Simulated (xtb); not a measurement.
## Energy and gradient calculation, with input and output: C₃H₈Ge₂

The run: energy and gradient calculation of C₃H₈Ge₂. Method and program: GFN2-xTB, GBSA solvent acetone (xtb 6.7.1).

The geometry was optimised with GFN2-xTB.

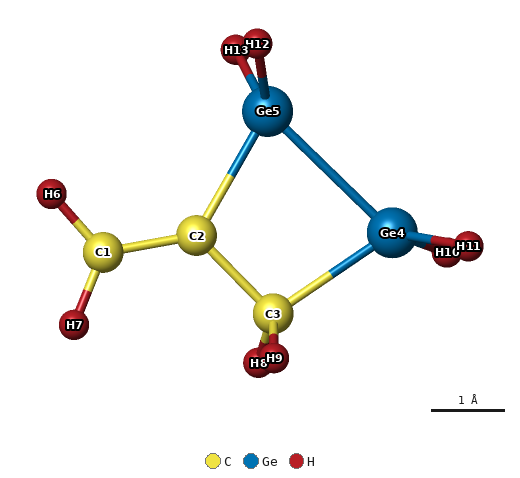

Figure 1. The structure as given in the input (ball-and-stick view, seen at a tilt; atoms are numbered from 1 in the order of the input). Sticks mark near contacts.

**Input file (coord)**
```
$coord
     -2.598675777540      1.881468021461      2.408455945836  c
     -0.934129417925      0.745459161642      0.931937335620  c
     -1.573159204228     -1.368804221111     -0.890684614320  c
      1.841613697493     -2.052261468605     -2.384097376089  ge
      2.750628655222      1.310033738636      0.546149747278  ge
     -2.042038050271      3.379453920452      3.674175606849  h
     -4.578863091752      1.373547433684      2.423365884959  h
     -2.983272838424     -0.756929799219     -2.266877664579  h
     -2.389747657202     -2.980683913633      0.105257745142  h
      1.982492780084     -1.689944278730     -5.227643864858  h
      2.790256212055     -4.732044291414     -1.989163513304  h
      4.269760589547      0.925550061319      2.953131706736  h
      3.465096308420      3.965136738257     -0.283969144748  h
$end
```

**File detailed.inp**
```
$gbsa
   gbsagrid=tight
$end
```

Hardware: 1 thread of Intel Xeon @ 2.70GHz, 189 GiB of memory available, shared host.

Launch command:
```bash
xtb coord --grad -I detailed.inp --chrg 0 --gbsa acetone > run.log 2> xtb.err
```

**What the program printed**
```
* xtb version 6.7.1
   ID    Z sym.   atoms
    1    6 c      1-3
    2   32 ge     4, 5
    3    1 h      6-13

           -------------------------------------------------
          |                Calculation Setup                |
           -------------------------------------------------

          program call               : xtb coord --grad -I detailed.inp --chrg 0 --gbsa acetone
          coordinate file            : coord
          omp threads                :                     1

           -------------------------------------------------
          |                 G F N 2 - x T B                 |
           -------------------------------------------------

      * Hamiltonian:
        H0-scaling (s, p, d)           1.850000    2.230000    2.230000
        zeta-weighting                 0.500000
      * Dispersion:
        s8                             2.700000
        a1                             0.520000
        a2                             5.000000
        s9                             5.000000
      * Repulsion:
        kExp                           1.500000    1.000000
        rExp                           1.000000
      * Coulomb:
        alpha                          2.000000
        third order                    shell-resolved
        anisotropic                    true
        a3                             3.000000
        a5                             4.000000
        cn-shift                       1.200000
        cn-exp                         4.000000
        max-rad                        5.000000

      * Solvation model:               GBSA
        Solvent                        acetone
        Parameter file                 internal GFN2-xTB/GBSA
        Dielectric constant                2.0700E+01
        Reference state                gsolv [1 M gas/solution]
        Free energy shift                  4.0156E-03 Eh       2.5198E+00 kcal/mol
        Temperature                        2.9815E+02 K
        Density                            7.9000E-01 kg/L
        Solvent mass                       5.8080E+01 g/mol
        Interaction kernel             Still
        Born radius scaling (c1)           1.6568E+00
        Born radii integrator          GBOBC
        Born offset                        0.0000E+00 a0       0.0000E+00 AA
        H-bond correction              true
        Ion screening                  false
        Surface tension                    1.0000E-05 Eh       1.5569E+01 dyn/cm
        Grid points                               974 per atom

          ...................................................
          :                      SETUP                      :
          :.................................................:
          :  # basis functions                  40          :
          :  # atomic orbitals                  38          :
          :  # shells                           20          :
          :  # electrons                        28          :
          :  max. iterations                   250          :
          :  Hamiltonian                  GFN2-xTB          :
          :  restarted?                      false          :
          :  GBSA solvation                   true          :
          :  PC potential                    false          :
          :  electronic temp.          300.0000000     K    :
          :  accuracy                    1.0000000          :
          :  -> integral cutoff          0.2500000E+02      :
          :  -> integral neglect         0.1000000E-07      :
          :  -> SCF convergence          0.1000000E-05 Eh   :
          :  -> wf. convergence          0.1000000E-03 e    :
          :  Broyden damping             0.4000000          :
          :  net charge                          0          :
          :  unpaired electrons                  0          :
          ...................................................

 iter      E             dE          RMSdq      gap      omega  full diag
   1    -14.3921124 -0.143921E+02  0.492E+00    4.26       0.0  T
   2    -14.4109189 -0.188065E-01  0.536E+00    4.10       1.0  T
   3    -14.4595720 -0.486531E-01  0.264E+00    4.44       1.0  T
   4    -14.4326665  0.269055E-01  0.242E+00    4.47       1.0  T
   5    -14.4591971 -0.265307E-01  0.762E-01    4.38       1.0  T
   6    -14.4612830 -0.208585E-02  0.175E-01    4.41       1.0  T
   7    -14.4613713 -0.883422E-04  0.120E-01    4.43       1.0  T
   8    -14.4613971 -0.257264E-04  0.301E-02    4.43       1.0  T
   9    -14.4613987 -0.166777E-05  0.248E-02    4.43       1.1  T
  10    -14.4613990 -0.242579E-06  0.127E-02    4.43       2.2  T
  11    -14.4613992 -0.275262E-06  0.574E-03    4.43       4.8  T
  12    -14.4613993 -0.309187E-07  0.373E-04    4.43      74.4  T
  13    -14.4613993 -0.321528E-09  0.102E-04    4.43     271.0  T

   *** convergence criteria satisfied after 13 iterations ***

         #    Occupation            Energy/Eh            Energy/eV
      -------------------------------------------------------------
         1        2.0000           -0.6398644             -17.4116
       ...           ...                  ...                  ...
         8        2.0000           -0.4767603             -12.9733
         9        2.0000           -0.4420385             -12.0285
        10        2.0000           -0.4372307             -11.8977
        11        2.0000           -0.4191807             -11.4065
        12        2.0000           -0.3985659             -10.8455
        13        2.0000           -0.3926745             -10.6852
        14        2.0000           -0.3849139             -10.4740 (HOMO)
        15                         -0.2221919              -6.0461 (LUMO)
        16                         -0.1875527              -5.1036
        17                         -0.1524102              -4.1473
        18                         -0.1433492              -3.9007
        19                         -0.1070076              -2.9118
       ...                                ...                  ...
        38                          1.4816685              40.3183
      -------------------------------------------------------------
                  HL-Gap            0.1627221 Eh            4.4279 eV
             Fermi-level           -0.3035529 Eh           -8.2601 eV

 SCC (total)                   0 d,  0 h,  0 min,  0.015 sec
 SCC setup                      ...        0 min,  0.001 sec (  6.949%)
 Dispersion                     ...        0 min,  0.000 sec (  0.609%)
 classical contributions        ...        0 min,  0.000 sec (  0.782%)
 integral evaluation            ...        0 min,  0.002 sec ( 15.569%)
 iterations                     ...        0 min,  0.007 sec ( 43.933%)
 molecular gradient             ...        0 min,  0.005 sec ( 30.927%)
 printout                       ...        0 min,  0.000 sec (  1.117%)

         :::::::::::::::::::::::::::::::::::::::::::::::::::::
         ::                     SUMMARY                     ::
         :::::::::::::::::::::::::::::::::::::::::::::::::::::
         :: total energy             -14.289528561869 Eh    ::
         :: total w/o Gsasa/hb       -14.281453549557 Eh    ::
         :: gradient norm              0.001341631894 Eh/a0 ::
         :: HOMO-LUMO gap              4.427893494988 eV    ::
         ::.................................................::
         :: SCC energy               -14.461381729071 Eh    ::
         :: -> isotropic ES           -0.002207571144 Eh    ::
         :: -> anisotropic ES          0.002248747373 Eh    ::
         :: -> anisotropic XC          0.007820739271 Eh    ::
         :: -> dispersion             -0.009190340489 Eh    ::
         :: -> Gsolv                  -0.008164355872 Eh    ::
         ::    -> Gelec               -0.000089343560 Eh    ::
         ::    -> Gsasa               -0.011833204508 Eh    ::
         ::    -> Ghb                 -0.000257358809 Eh    ::
         ::    -> Gshift               0.004015551005 Eh    ::
         :: repulsion energy           0.171853167202 Eh    ::
         :: add. restraining           0.000000000000 Eh    ::
         :: total charge              -0.000000000000 e     ::
         :::::::::::::::::::::::::::::::::::::::::::::::::::::

           -------------------------------------------------
          |                Property Printout                |
           -------------------------------------------------

    * Orbital Energies and Occupations

         #    Occupation            Energy/Eh            Energy/eV
      -------------------------------------------------------------
         1        2.0000           -0.6398644             -17.4116
         2        2.0000           -0.6128957             -16.6777
         3        2.0000           -0.6042888             -16.4435
         4        2.0000           -0.5738518             -15.6153
         5        2.0000           -0.5254742             -14.2989
         6        2.0000           -0.4877349             -13.2719
         7        2.0000           -0.4850462             -13.1988
         8        2.0000           -0.4767603             -12.9733
         9        2.0000           -0.4420385             -12.0285
        10        2.0000           -0.4372307             -11.8977
        11        2.0000           -0.4191807             -11.4065
        12        2.0000           -0.3985659             -10.8455
        13        2.0000           -0.3926745             -10.6852
        14        2.0000           -0.3849139             -10.4740 (HOMO)
        15                         -0.2221919              -6.0461 (LUMO)
        16                         -0.1875527              -5.1036
        17                         -0.1524102              -4.1473
        18                         -0.1433492              -3.9007
        19                         -0.1070076              -2.9118
        20                         -0.0903669              -2.4590
        21                         -0.0509222              -1.3857
        22                          0.0217484               0.5918
        23                          0.0261458               0.7115
        24                          0.0959731               2.6116
        25                          0.1275702               3.4714
       ...                                ...                  ...
        38                          1.4816685              40.3183
      -------------------------------------------------------------
                  HL-Gap            0.1627221 Eh            4.4279 eV
             Fermi-level           -0.3035529 Eh           -8.2601 eV

     #   Z          covCN         q      C6AA      α(0)
     1   6 c        2.842    -0.095    30.390     9.035
     2   6 c        2.949    -0.052    29.302     8.878
     3   6 c        3.770    -0.115    22.728     6.794
     4  32 ge       3.802     0.115   169.346    23.356
     5  32 ge       3.767     0.113   169.441    23.365
     6   1 h        0.926     0.035     2.517     2.481
     7   1 h        0.925     0.029     2.594     2.518
     8   1 h        0.924     0.038     2.472     2.459
     9   1 h        0.924     0.038     2.471     2.458
    10   1 h        0.933    -0.028     3.587     2.962
    11   1 h        0.933    -0.028     3.587     2.961
    12   1 h        0.933    -0.026     3.543     2.943
    13   1 h        0.933    -0.026     3.543     2.943

 Mol. C6AA /au·bohr⁶  :       3074.197750
 Mol. C8AA /au·bohr⁸  :     145495.791240
 Mol. α(0) /au        :         93.152292

Wiberg/Mayer (AO) data.
largest (>0.10) Wiberg bond orders for each atom

 ---------------------------------------------------------------------------
     #   Z sym  total        # sym  WBO       # sym  WBO       # sym  WBO
 ---------------------------------------------------------------------------
     1   6 c    3.993 --     2 c    1.947     6 h    0.969     7 h    0.968
     2   6 c    3.970 --     1 c    1.947     3 c    1.017     5 ge   0.880
     3   6 c    3.986 --     2 c    1.017     8 h    0.955     9 h    0.955
                             4 ge   0.901
     4  32 ge   3.423 --     3 c    0.901    10 h    0.827    11 h    0.827
                             5 ge   0.657
     5  32 ge   3.415 --     2 c    0.880    12 h    0.824    13 h    0.824
                             4 ge   0.657
     6   1 h    0.999 --     1 c    0.969
     7   1 h    0.998 --     1 c    0.968
     8   1 h    0.999 --     3 c    0.955
     9   1 h    0.999 --     3 c    0.955
    10   1 h    0.999 --     4 ge   0.827
    11   1 h    0.999 --     4 ge   0.827
    12   1 h    0.999 --     5 ge   0.824
    13   1 h    0.999 --     5 ge   0.824
 ---------------------------------------------------------------------------

Topologies differ in total number of bonds
Writing topology from bond orders to xtbtopo.mol

molecular dipole:
                 x           y           z       tot (Debye)
 q only:        0.257      -0.082      -0.141
   full:       -0.191      -0.038       0.012       0.495
molecular quadrupole (traceless):
                xx          xy          yy          xz          yz          zz
 q only:        0.728       0.250      -0.332      -0.075       0.110      -0.396
  q+dip:        1.215       0.337      -0.619       0.185      -1.307      -0.596
   full:        1.066       0.533      -0.477       0.314      -0.883      -0.589

           -------------------------------------------------
          | TOTAL ENERGY              -14.289528561869 Eh   |
          | GRADIENT NORM               0.001341631894 Eh/α |
          | HOMO-LUMO GAP               4.427893494988 eV   |
           -------------------------------------------------

------------------------------------------------------------------------
------------------------------------------------------------------------
 total:
 *  cpu-time:     0 d,  0 h,  0 min,  0.029 sec
 * ratio c/w:     0.997 speedup
 SCF:
 *  cpu-time:     0 d,  0 h,  0 min,  0.016 sec
 * ratio c/w:     0.995 speedup
```

**Standard error**
```
normal termination of xtb
```

**Results in brief**

```tsv
quantity	value
outcome	converged
electrons treated	28
total energy	−14.289529 hartree
dispersion energy	−0.009190 hartree
solvation energy	−0.008164 hartree
basis functions	40
largest force	0.043 eV/Å
HOMO	−10.47 eV
LUMO	−6.05 eV
dipole moment	0.50 D
peak memory	0.071 GiB
```

Settings chosen away from the usual ones: method = gfn2-xtb; task = gradient; x = {"surface_grid": "tight"}; geo = {"prev": "A"}; sm = GBSA; solvent = acetone.
